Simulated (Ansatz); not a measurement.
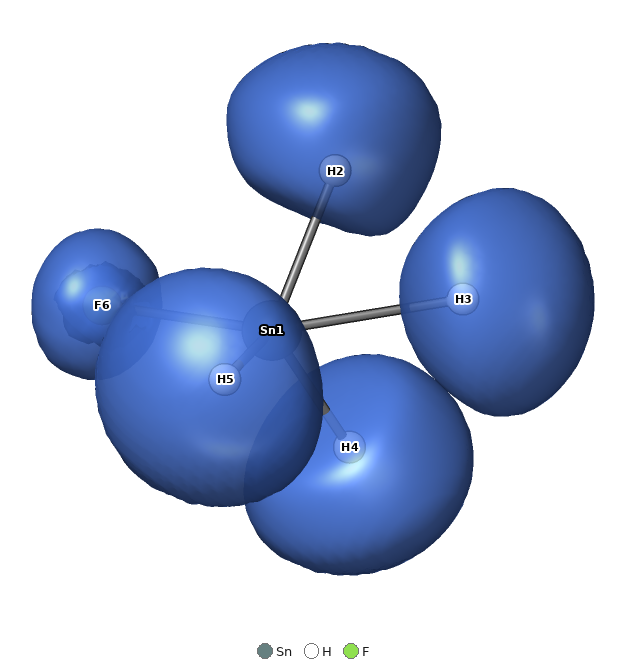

FH4Sn (doublet). Isosurface of the ELF at 0.8 (blue), seen at a tilt. Core shells and regions of very low density are left out.

Core potentials replace the inner electrons of Sn.

Method: Ansatz 0.2.0, UKS LDA/def2-SVP.

Input

```
crystal:
  periodic: [false, false, false]
  atoms:
    - { symbol: Sn, position_ang: [-0.165979, 2.9e-05, 0.429448] }
    - { symbol: H, position_ang: [1.222017, -3.5e-05, 1.501741] }
    - { symbol: H, position_ang: [1.409915, -4.7e-05, -0.533319] }
    - { symbol: H, position_ang: [-0.865436, 1.452914, -0.138616] }
    - { symbol: H, position_ang: [-0.865345, -1.452885, -0.138631] }
    - { symbol: F, position_ang: [-0.733372, 2.4e-05, 2.341177] }
magnetization:
  spin_polarized: true
  initial_magnetization: 1
basis:
  gaussian: { orbitals: def2-SVP }
hamiltonian:
  xc: lda
relax:
  f_tol: 0.03
  max_steps: 50
output:
  orbitals: {}
```

Launched as:

```sh
ansatz run input.yaml --threads 1 --pin off --max-ram 2048MiB --backend cpu --events-out ev --progress --plain --runs-dir out
```

The fields are those of the run's last geometry, not of the input's.

Where are the electrons localised?

Answer. At this value the surface marks out four regions around hydrogen nuclei and one region wrapped around F (its valence shell).

Values along the shortest contacts:
Sn–F (1.95 Å): the ELF peaks at about 0.80 in the valence shell of F, 0.5 Å from its nucleus, and drops to about 0.15 between the two atoms. Sn–H (1.71 Å): the ELF climbs to about 1 towards the hydrogen.
